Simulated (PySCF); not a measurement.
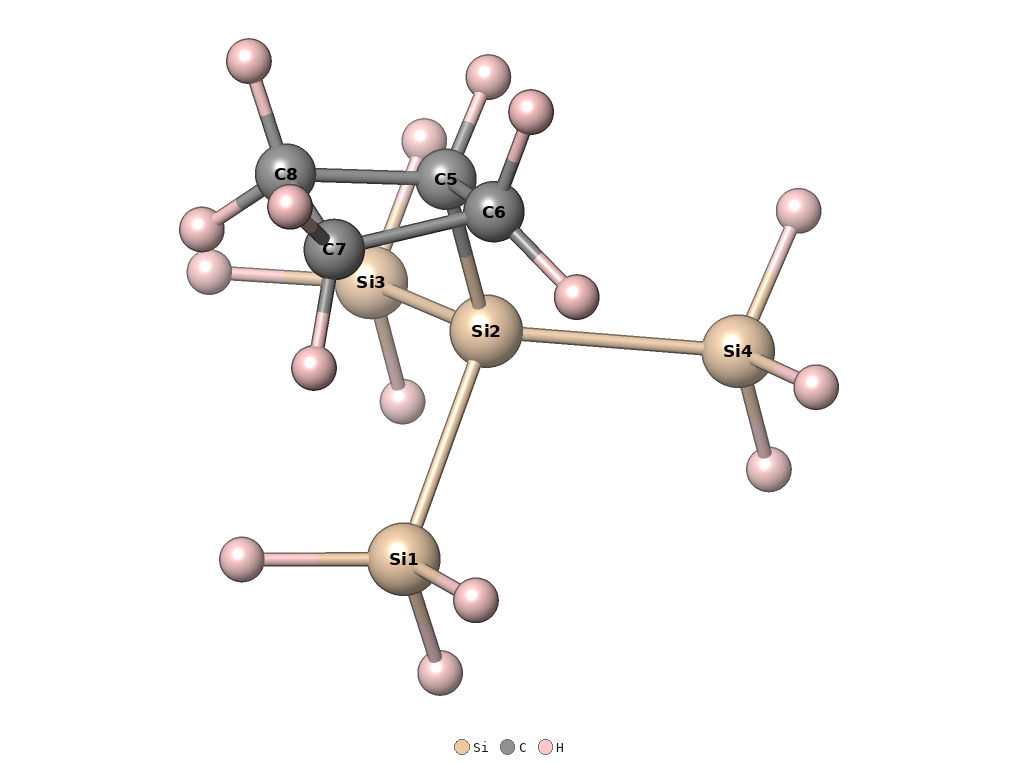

Atoms fade into the background with distance from the viewer. The computed structure is the end point of a PBE0-D3(BJ)/def2-SVP optimisation. No frequency run is at hand to confirm it as a minimum.

How is the 4-membered ring C5–C6–C7–C8 puckered?

Answer. It is puckered (butterfly). The Cremer–Pople amplitude Q is 0.21 Å.

Give the torsion angles round the ring, beginning with the bond from its second to its third atom.

Answer. −16°, 16°, −16°, 16°.
